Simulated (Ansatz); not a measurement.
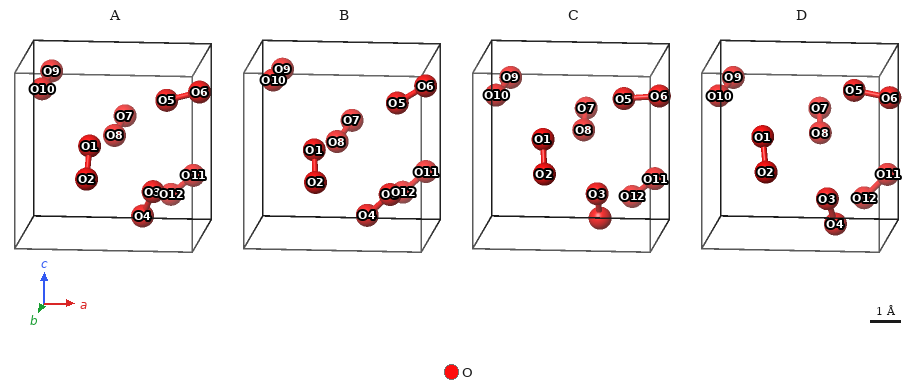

4 geometries from one relaxation of an amorphous cell of composition O, in shuffled order. The picture is a ball-and-stick view of the cell of the calculation, seen from a free direction.

The cell holds 6 O2. The run prepares the start of a later molecular dynamics calculation, from a guessed geometry.

Level of theory: DFT PBE-D3(BJ), scalar-relativistic, plane waves, PAW in Ansatz. Settings: plane-wave cutoff 420 eV; k-point mesh 1 × 1 × 1; occupations fermi dirac; smearing width 0.02 eV; collinear spin; atoms relaxed in a fixed cell; force threshold 0.3 eV/Å; at most 15 steps.

Order the frames from highest to lowest energy.

Answer. D, C, A, B. They are steps 0, 2, 5, 12, at +111 meV per atom, +29.0 meV per atom, +6.8 meV per atom relative to the last. After 9 accepted moves (12 points after the start) the energy has fallen by 111 meV per atom. Largest force component: 1.9 eV/Å at the start, 0.29 eV/Å at the end. The line search rejected the trial steps at points 7, 11 of the run. 1 step only repeated the SCF at the same geometry. The forces were under the threshold at step 6, but the run went on from there. The atom that moves furthest is O8 (1.10 Å along [−2 −1 −1]). The cell stays as it was. Near-neighbour distances that change, for instance: O11–O12 1.246 → 1.217 Å.

Limits of the set-up: the periodic images lie only 6.1 Å apart, so the values are limited by the cell's size.
